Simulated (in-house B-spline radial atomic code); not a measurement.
**Zr⁶⁺: excited configurations**

Aim: the energies of several excited configurations of Zr⁶⁺ above a reference configuration, each from its own self-consistent run.

Program: in-house B-spline radial atomic code version 1. Level of theory: Dirac-Hartree-Fock, average of configuration, Fermi nucleus, basis-set limit. These are calculated values, not measurements, unless marked.

### Step 1. The atom as given

```
element       : zirconium (Z = 40)
charge        : +6
electrons     : 34
configuration : [Ar] 3d10 4s2 4p4
Hamiltonian   : Dirac-Coulomb
nucleus       : Fermi, rms radius 4.269 fm
```

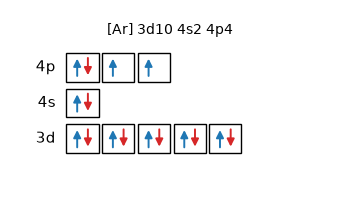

The shells outside the core, filled by Hund's rule for the drawing.

The boxes draw the filling by Hund's rule, which heavy ions in jj coupling don't follow; these runs average over all states of the configuration.

Settings of the run:

```ini
Z = 40
electrons = 34.0
configuration = [Ar] 3d10 4s2 4p4
hamiltonian = dirac
method = hf
spin_polarised = False
nucleus = fermi
rms_radius = 4.2694
mass_number = 90
atomic_mass = 89.904698755
speed_of_light = 137.035999084
```

This reference run was done before. Its total energy is -3587.939532 hartree, and its levels are (the highest eight at most):

```csv
orbital,occupation,energy (eV),<r> (bohr)
3s1/2,2,-537.56,0.4546
3p1/2,2,-451.32,0.4525
3p3/2,4,-436.96,0.4623
3d3/2,4,-285.98,0.4470
3d5/2,6,-283.38,0.4504
4s1/2,2,-141.40,1.158
4p1/2,1.33333,-115.95,1.242
4p3/2,2.66667,-113.75,1.262
```

### Step 2. [Ar] 3d9 4s2 4p4 8g1

Settings of the run:

```ini
Z = 40
electrons = 34.0
configuration = [Ar] 3d9 4s2 4p4 8g1
hamiltonian = dirac
method = hf
spin_polarised = False
nucleus = fermi
rms_radius = 4.2694
mass_number = 90
atomic_mass = 89.904698755
speed_of_light = 137.035999084
```

### Step 3. [Ar] 3d10 4s1 4p4 5g1

Changes to the settings of step 2:

```diff
@@ -2,3 +2,3 @@
 electrons = 34.0
-configuration = [Ar] 3d9 4s2 4p4 8g1
+configuration = [Ar] 3d10 4s1 4p4 5g1
 hamiltonian = dirac
```

### Step 4. [Ar] 3d10 4s2 4p3 5p1

Changes to the settings of step 3:

```diff
@@ -2,3 +2,3 @@
 electrons = 34.0
-configuration = [Ar] 3d10 4s1 4p4 5g1
+configuration = [Ar] 3d10 4s2 4p3 5p1
 hamiltonian = dirac
```

### Step 5. [Ne] 3s2 3p5 3d10 4s2 4p4 5d1

Changes to the settings of step 4:

```diff
@@ -2,3 +2,3 @@
 electrons = 34.0
-configuration = [Ar] 3d10 4s2 4p3 5p1
+configuration = [Ne] 3s2 3p5 3d10 4s2 4p4 5d1
 hamiltonian = dirac
```

### Step 6. [Ar] 3d10 4s2 4p3 4d1

Changes to the settings of step 5:

```diff
@@ -2,3 +2,3 @@
 electrons = 34.0
-configuration = [Ne] 3s2 3p5 3d10 4s2 4p4 5d1
+configuration = [Ar] 3d10 4s2 4p3 4d1
 hamiltonian = dirac
```

### Step 7. [Ar] 3d10 4s1 4p4 8g1

Changes to the settings of step 6:

```diff
@@ -2,3 +2,3 @@
 electrons = 34.0
-configuration = [Ar] 3d10 4s2 4p3 4d1
+configuration = [Ar] 3d10 4s1 4p4 8g1
 hamiltonian = dirac
```

**Question.** How far above the reference does each configuration lie (order and size, in eV)?

The runs gave:

| net move | configuration | energy above the reference (eV) | with Breit, QED, recoil (eV) | largest <r> (bohr) |
| --- | --- | --- | --- | --- |
| 4p → 4d | [Ar] 3d10 4s2 4p3 4d1 | 36.826 | 36.771 | 1.52 |
| 4p → 5p | [Ar] 3d10 4s2 4p3 5p1 | 60.703 | 60.670 | 2.65 |
| 4s → 5g | [Ar] 3d10 4s1 4p4 5g1 | 114.01 | 113.91 | 3.88 |
| 4s → 8g | [Ar] 3d10 4s1 4p4 8g1 | 130.32 | 130.22 | 12.2 |
| 3d → 8g | [Ar] 3d9 4s2 4p4 8g1 | 267.19 | 267.17 | 12.2 |
| 3p → 5d | [Ne] 3s2 3p5 3d10 4s2 4p4 5d1 | 393.91 | 393.52 | 3.09 |

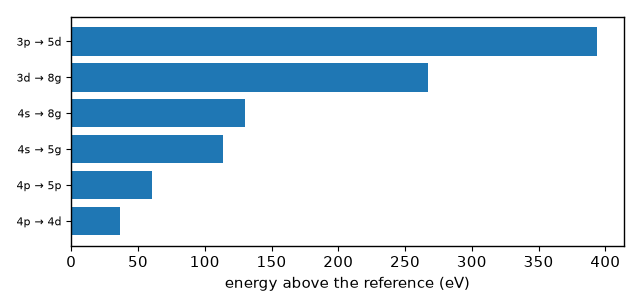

The configurations in order of energy, labelled by the net move of electrons.

Quantum defects of the promoted electron, δ = n − ζ/√(−2ε) with ζ = 7 and ε its orbital energy in hartree:

| promotion | δ |
| --- | --- |
| 4p → 5p | 1.462 |
| 4s → 5g | 0.012 |
| 4s → 8g | 0.026 |
| 3d → 8g | 0.026 |
| 3p → 5d | 0.999 |

**Reading.** At the bottom stands 4p → 4d (36.826 eV), at the top 3p → 5d (393.91 eV). Koopmans' estimate of the ionisation threshold is 113.75 eV; 3 configurations exceed it by over 2 % and could autoionise. Of those tabulated, the defect is largest for 5p (1.46) and least for 5g (0.01): low angular momentum penetrates the core, high angular momentum stays outside it. Two partly filled shells share a symmetry and can mix in the average, which may lower the energy, for: 4p → 5p; 3p → 5d. These are averages over configurations, without correlation, not spectroscopic levels.
